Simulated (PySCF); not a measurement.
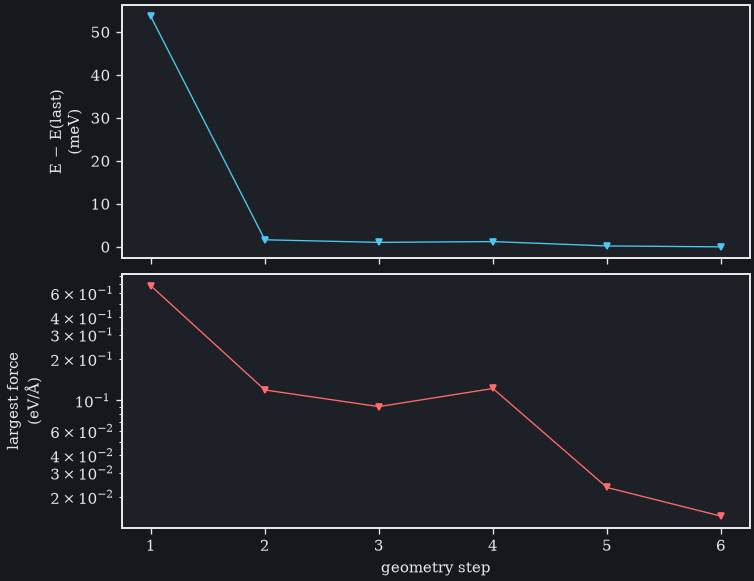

History of a geometry optimisation.

System: C7H12O (SMILES O=CC1CCCCC1).
Method: PBE0-D3(BJ)/def2-SVP, geometry optimisation in PySCF.

> How did the optimisation end?

The optimisation met its thresholds at geometry 6, counting the start as the first. The energy fell by about 54 meV from the first step to the last. The largest force goes from about 0.68 eV/Å at the start to 0.015 eV/Å at the end.
